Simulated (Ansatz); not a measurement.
## Geometry relaxation, with input and output: AlHCl$_{2}$

- system: AlHCl$_{2}$
- method: RKS PBE0-D4/cc-pVDZ (Ansatz 0.2.0)

The input holds or restrains some coordinates. It belongs to a series of runs on one base structure; here: pulled along the bonds that form and break, towards end A. Figures and captions count atoms from 1; the log counts them from 0 in places.

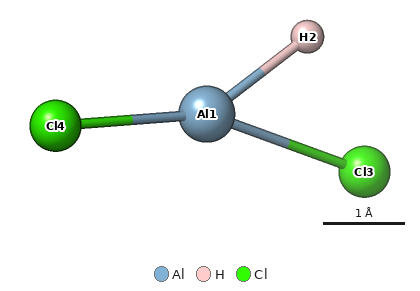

The starting structure (ball-and-stick view, seen at a tilt; atoms are numbered from 1 in the order of the input). Sticks mark near contacts. Bond lengths as drawn: Al–Cl 2.23 to 2.43 Å and Al–H 1.76 Å.

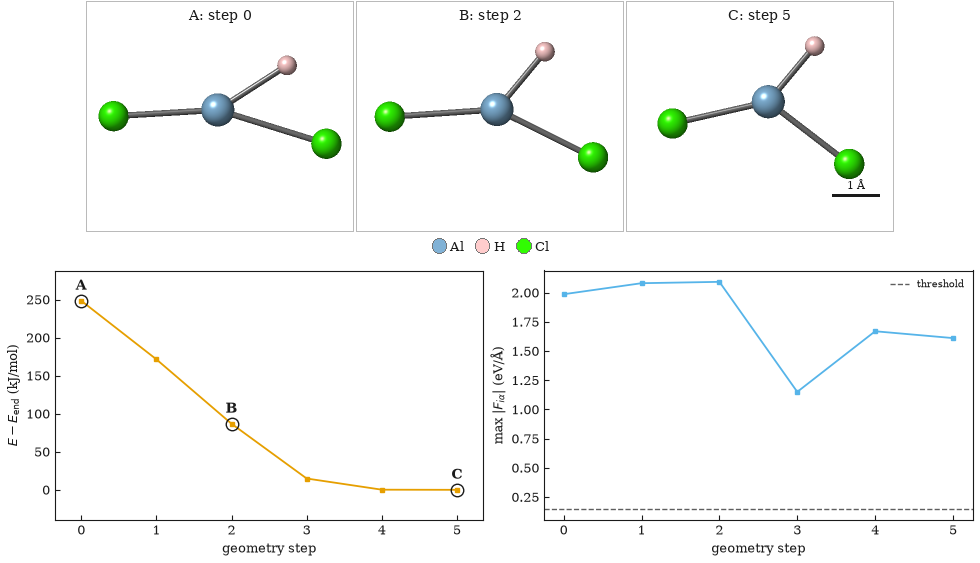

Frames of the restrained relaxation (ball-and-stick view, seen on its broad side) above the curves, on which the letters mark them (the first geometry is step 0 here and step 1 in the log).

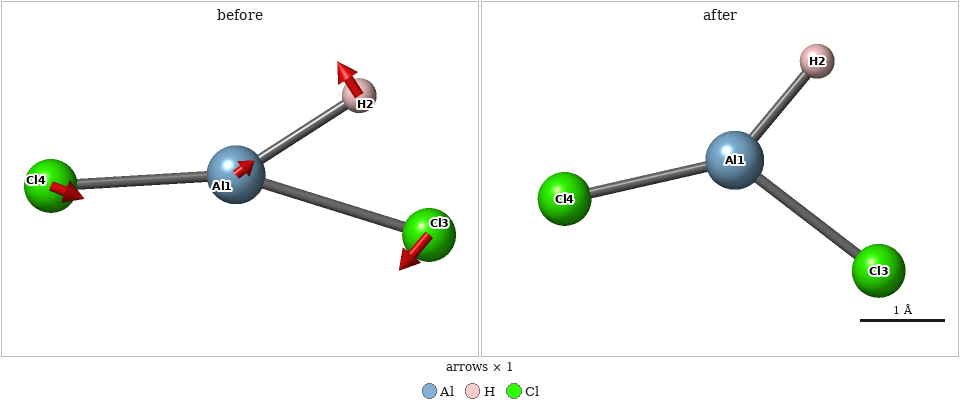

Before (left) and after (right) the restrained relaxation, at one scale (ball-and-stick view, seen on its broad side). The red arrows give the displacements, at true length. After 5 geometry steps the energy has fallen by 248.5 kJ/mol. Largest force component: 2 eV/Å at the start, 1.6 eV/Å at the end. The atom that moves furthest after the best rigid fit is Cl3 (0.57 Å). By element the largest moves are Cl 0.57 Å, H 0.49 Å, Al 0.28 Å. Among the contacts that change: Al1–Cl3 2.430 → 2.181 Å, Al1–H2 1.760 → 1.548 Å, Al1–Cl4 2.230 → 2.098 Å. Among the angles that change: H2–Al1–Cl3 50.0° → 87.7°, Cl3–Al1–Cl4 159.3° → 129.7°, H2–Al1–Cl4 150.7° → 142.6°. (Atoms are counted from 1 in the order of the input.)

These pictures come from the run below.

Input
```yaml
crystal:
  periodic: [false, false, false]
  atoms:
    - { symbol: Al, position_ang: [0.0, 0.0, 0.0] }
    - { symbol: H, position_ang: [0.8998, 0.0, 1.5126] }
    - { symbol: Cl, position_ang: [2.3982, 0.0, 0.3916] }
    - { symbol: Cl, position_ang: [-1.9312, 0.0, -1.115] }
basis:
  gaussian: { orbitals: cc-pVDZ }
hamiltonian:
  xc: pbe0
  dispersion: d4
relax:
  f_tol: 0.15
  max_steps: 25
  restrain:
    - { distance: [1, 2], at: 2.57, k: 30.0 }
    - { distance: [0, 1], at: 1.56, k: 30.0 }
    - { distance: [0, 2], at: 2.23, k: 30.0 }
```

Launch command:
```bash
ansatz run input.yaml --threads 1 --pin off --max-ram 2048MiB --backend cpu --events-out ev --progress --plain --runs-dir out
```

What the program printed
```
The last accepted step is kept in [file] (removed where the run ends without a failure and the disk answers)
Engine: ansatz 0.2.0, x86_64-unknown-linux-gnu
Functional definition: PBE0
  parameter a = 0.25
  parameter kappa = 0.804
  parameter beta = 0.06672455060314922
  exchange = (1 - a)*pbe_x(kappa = kappa, mu = beta*pi^2/3) + a*exact_x
  correlation = pbe_c(beta = beta)
669 factors; integrals over basis functions are off by at most 4.4e-4 eV
mean field evaluation 1: about -31646.2221 eV, gradient 2.0e1 eV
mean field evaluation 2: about -31643.4136 eV, gradient 3.6e1 eV
mean field evaluation 4: about -31647.7384 eV, gradient 1.4e0 eV
mean field evaluation 8: about -31647.7576 eV, gradient 2.2e-2 eV
mean field evaluation 16: about -31647.7576 eV, gradient 2.6e-5 eV
mean field -31647.75763597 eV, -1163.0336415012 hartree, gradient 2.6e-5 eV, S^2 0.000000; 0 other end points of the search recorded, 0 dependent functions left out
the calculation of the forces begins
reference -31647.75766068 eV, -1163.0336424093 hartree; 24, 24 occupied and 35, 35 virtual orbitals, 669 factors
relax step   1: F+E_penalty+E_count = -31647.82606822 eV  Δ(F+E_penalty+E_count) = +0.000e0 eV  max|allowed force component| = 1.987e0 eV/Å  E_restraint = 8.52204613 eV  max|allowed force component, restraints' pulls added| = 2.184e1 eV/Å  Δτ_max = 0.0000 Å  (28 SCF iters, accepted)
  distance H 1 - Cl 2 = 1.8713 Å
  distance Al 0 - H 1 = 1.7600 Å
  distance Al 0 - Cl 2 = 2.4300 Å
these checks for a lower state are left out or cut short: starts, cluster_reference, orbital_swaps, neighbouring_geometries, increment
669 factors; integrals over basis functions are off by at most 4.4e-4 eV
mean field -31648.55709672 eV, -1163.0630211420 hartree, gradient 1.4e-5 eV, S^2 0.000000; 0 other end points of the search recorded, 0 dependent functions left out
the calculation of the forces begins
reference -31648.55712180 eV, -1163.0630220636 hartree; 24, 24 occupied and 35, 35 virtual orbitals, 669 factors
relax step   2: F+E_penalty+E_count = -31648.62363921 eV  Δ(F+E_penalty+E_count) = -7.976e-1 eV  max|allowed force component| = 2.081e0 eV/Å  E_restraint = 2.63970062 eV  max|allowed force component, restraints' pulls added| = 1.211e1 eV/Å  Δτ_max = 0.1963 Å  (34 SCF iters, accepted)
  distance H 1 - Cl 2 = 2.1977 Å
  distance Al 0 - H 1 = 1.6581 Å
  distance Al 0 - Cl 2 = 2.3967 Å
these checks for a lower state are left out or cut short: starts, cluster_reference, orbital_swaps, neighbouring_geometries, increment
669 factors; integrals over basis functions are off by at most 5.6e-4 eV
mean field evaluation 32: about -31649.4336 eV, gradient 7.4e-6 eV
mean field -31649.43359829 eV, -1163.0952319804 hartree, gradient 8.0e-6 eV, S^2 0.000000; 0 other end points of the search recorded, 0 dependent functions left out
the calculation of the forces begins
reference -31649.43362398 eV, -1163.0952329248 hartree; 24, 24 occupied and 35, 35 virtual orbitals, 669 factors
relax step   3: F+E_penalty+E_count = -31649.50105916 eV  Δ(F+E_penalty+E_count) = -8.774e-1 eV  max|allowed force component| = 2.093e0 eV/Å  E_restraint = 0.21830027 eV  max|allowed force component, restraints' pulls added| = 3.953e0 eV/Å  Δτ_max = 0.1950 Å  (29 SCF iters, accepted)
  distance H 1 - Cl 2 = 2.4790 Å
  distance Al 0 - H 1 = 1.6060 Å
  distance Al 0 - Cl 2 = 2.2945 Å
these checks for a lower state are left out or cut short: starts, cluster_reference, orbital_swaps, neighbouring_geometries, increment
669 factors; integrals over basis functions are off by at most 6.9e-4 eV
mean field -31650.17586208 eV, -1163.1225096718 hartree, gradient 1.5e-5 eV, S^2 0.000000; 0 other end points of the search recorded, 0 dependent functions left out
the calculation of the forces begins
reference -31650.17588792 eV, -1163.1225106212 hartree; 24, 24 occupied and 35, 35 virtual orbitals, 669 factors
relax step   4: F+E_penalty+E_count = -31650.24687470 eV  Δ(F+E_penalty+E_count) = -7.458e-1 eV  max|allowed force component| = 1.151e0 eV/Å  E_restraint = 0.03055683 eV  max|allowed force component, restraints' pulls added| = 9.183e-1 eV/Å  Δτ_max = 0.1948 Å  (28 SCF iters, accepted)
  distance H 1 - Cl 2 = 2.6084 Å
  distance Al 0 - H 1 = 1.5666 Å
  distance Al 0 - Cl 2 = 2.2071 Å
these checks for a lower state are left out or cut short: starts, cluster_reference, orbital_swaps, neighbouring_geometries, increment
669 factors; integrals over basis functions are off by at most 6.7e-4 eV
mean field -31650.32598805 eV, -1163.1280266994 hartree, gradient 8.6e-6 eV, S^2 0.000000; 0 other end points of the search recorded, 0 dependent functions left out
the calculation of the forces begins
reference -31650.32601415 eV, -1163.1280276585 hartree; 24, 24 occupied and 35, 35 virtual orbitals, 669 factors
relax step   5: F+E_penalty+E_count = -31650.39921878 eV  Δ(F+E_penalty+E_count) = -1.523e-1 eV  max|allowed force component| = 1.670e0 eV/Å  E_restraint = 0.08500939 eV  max|allowed force component, restraints' pulls added| = 5.595e-1 eV/Å  Δτ_max = 0.1155 Å  (28 SCF iters, accepted)
  distance H 1 - Cl 2 = 2.6303 Å
  distance Al 0 - H 1 = 1.5489 Å
  distance Al 0 - Cl 2 = 2.1863 Å
these checks for a lower state are left out or cut short: starts, cluster_reference, orbital_swaps, neighbouring_geometries, increment
669 factors; integrals over basis functions are off by at most 6.4e-4 eV
mean field -31650.32752033 eV, -1163.1280830096 hartree, gradient 7.3e-6 eV, S^2 0.000000; 0 other end points of the search recorded, 0 dependent functions left out
the calculation of the forces begins
reference -31650.32754648 eV, -1163.1280839707 hartree; 24, 24 occupied and 35, 35 virtual orbitals, 669 factors
relax step   6: F+E_penalty+E_count = -31650.40115632 eV  Δ(F+E_penalty+E_count) = -1.938e-3 eV  max|allowed force component| = 1.611e0 eV/Å  E_restraint = 0.08021795 eV  max|allowed force component, restraints' pulls added| = 1.385e-1 eV/Å  Δτ_max = 0.0299 Å  (28 SCF iters, accepted)
  distance H 1 - Cl 2 = 2.6226 Å
  distance Al 0 - H 1 = 1.5482 Å
  distance Al 0 - Cl 2 = 2.1806 Å
669 factors; integrals over basis functions are off by at most 6.4e-4 eV
mean field evaluation 64: about -31650.3127 eV, gradient 3.1e-1 eV
mean field -31650.32752033 eV, -1163.1280830096 hartree, gradient 7.3e-6 eV, S^2 0.000000; 1 other end points of the search recorded, 0 dependent functions left out
the calculation of the forces begins
reference -31650.32754648 eV, -1163.1280839707 hartree; 24, 24 occupied and 35, 35 virtual orbitals, 669 factors
Total energy: -31650.40118247 eV, -1163.1307900434 hartree
Atom 0 at     0.122461    -0.000000     0.254556 Å, force     1.611097    -0.000000     0.106496 eV/Å
Atom 1 at     0.463175     0.000000     1.764831 Å, force    -1.126309     0.000000     0.711309 eV/Å
Atom 2 at     2.267322     0.000000    -0.138644 Å, force    -0.510077     0.000000    -0.823877 eV/Å
Atom 3 at    -1.486158     0.000000    -1.091543 Å, force     0.025289     0.000000     0.006072 eV/Å
Dipole moment:    -0.370370    -0.000000     0.112138 e Å
```

Trajectory as extended XYZ (Å, eV, eV/Å), 6 frames, from step=1 to step=6
```
4
Properties=species:S:1:pos:R:3:forces:R:3 step=1 energy=-31647.82607
Al    0.0000    0.0000    0.0000    0.2347   0.0000   1.5478
H     0.8998    0.0000    1.5126   -1.9866   0.0000  -0.3013
Cl    2.3982    0.0000    0.3916    0.4686   0.0000  -1.4756
Cl   -1.9312    0.0000   -1.1150    1.2833   0.0000   0.2291
4
Properties=species:S:1:pos:R:3:forces:R:3 step=2 energy=-31648.62364
Al    0.0784    0.0000    0.0537    0.8449   0.0000   0.9563
H     0.7169    0.0000    1.5840   -2.0810   0.0000  -0.0468
Cl    2.4667    0.0000    0.2542   -0.7602   0.0000  -1.6989
Cl   -1.8953    0.0000   -1.1026    1.9963   0.0000   0.7894
4
Properties=species:S:1:pos:R:3:forces:R:3 step=3 energy=-31649.50106
Al    0.1712    0.0000    0.0956    0.5514   0.0000   0.4374
H     0.5371    0.0000    1.6593   -1.5144   0.0000   0.0308
Cl    2.4656    0.0000    0.1017   -1.1297   0.0000  -1.3449
Cl   -1.8071    0.0000   -1.0675    2.0927   0.0000   0.8768
4
Properties=species:S:1:pos:R:3:forces:R:3 step=4 energy=-31650.24688
Al    0.1739    0.0000    0.1608    1.0793   0.0000   0.3938
H     0.4368    0.0000    1.7052   -1.1507   0.0000   0.3855
Cl    2.3715    0.0000   -0.0442   -0.7473   0.0000  -1.0276
Cl   -1.6153    0.0000   -1.0327    0.8187   0.0000   0.2482
4
Properties=species:S:1:pos:R:3:forces:R:3 step=5 energy=-31650.39922
Al    0.1348    0.0000    0.2324    1.6696   0.0000   0.2592
H     0.4459    0.0000    1.7497   -1.1005   0.0000   0.6712
Cl    2.2918    0.0000   -0.1241   -0.5834   0.0000  -0.8467
Cl   -1.5057    0.0000   -1.0689    0.0143   0.0000  -0.0837
4
Properties=species:S:1:pos:R:3:forces:R:3 step=6 energy=-31650.40116
Al    0.1225    0.0000    0.2546    1.6111   0.0000   0.1065
H     0.4632    0.0000    1.7648   -1.1263   0.0000   0.7113
Cl    2.2673    0.0000   -0.1386   -0.5101   0.0000  -0.8239
Cl   -1.4862    0.0000   -1.0915    0.0253   0.0000   0.0061
```

Results in brief

| quantity | value |
| --- | --- |
| outcome | converged under the restraints of the input |
| total energy | −31650.4012 eV |
| mean-field energy | −31650.3275 eV |
| largest force (length of the vector) at the end, held atoms and coordinates included | 1.615 eV/Å |
| hardware | 1 thread of AMD EPYC (Zen 3), 32 GiB of memory available, shared host |
| wall time | 13 s |
| peak memory | 0.14 GiB |
